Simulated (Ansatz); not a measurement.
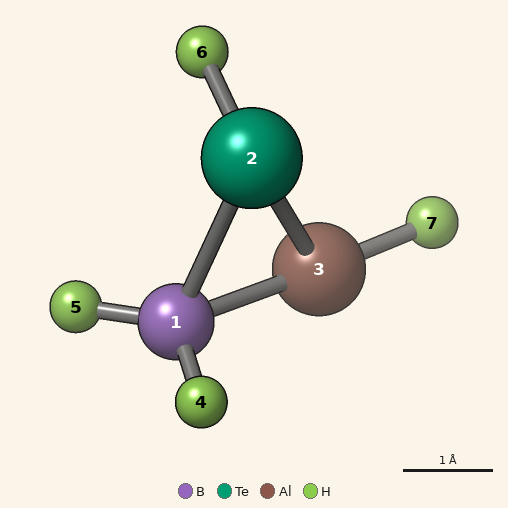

Orthographic view. Atoms fade into the background with distance from the viewer. Computed geometry: PBE0-D4/def2-TZVP optimisation. No frequency run is at hand to confirm it as a minimum.

Give the geometry as a Z-matrix, atoms in numerical order, with these reference atoms: 2 to 1; 3 to 1, 2; 4 to 1, 3, 2; 5 to 1, 4, 3; 6 to 2, 1, 5; 7 to 3, 4, 1.

```
B  
Te   1   2.389
Al   1   2.035   2    76.2
H    1   1.203   3   110.8   2   -96.4
H    1   1.194   4   120.1   3   157.5
H    2   1.663   1    97.4   5   -46.1
H    3   1.585   4   155.2   1   171.2
```
